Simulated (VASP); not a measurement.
Data:

```yaml
crystal:
  lattice:
    - [1.36939, -2.37185, 0.00000]
    - [1.36939, 2.37185, 0.00000]
    - [0.00000, 0.00000, 4.31900]
  atoms:
    - { symbol: Os, position: [0.33333, 0.66667, 0.25000] }
    - { symbol: Os, position: [0.66667, 0.33333, 0.75000] }
```

Method: vdW-DF-cx, VASP's PBE PAW potentials (set 64) (plane waves; VASP 6.6.1). Run with 520 eV cut-off, 17×17×10 Γ-centred mesh, tetrahedra with Blöchl corrections, potentials Os.

Unless said otherwise, spin-orbit coupling is left out, though it shifts the bands of the heavy elements here.

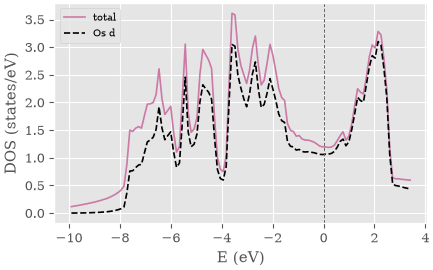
*Total and projected density of states, zero at the Fermi level*

Within 2 eV below the Fermi level the largest weight inside VASP's projection spheres is Os d.

It has no gap at this level: it comes out as a metal or semimetal.

The compound is Os in the hcp structure. It was relaxed first.
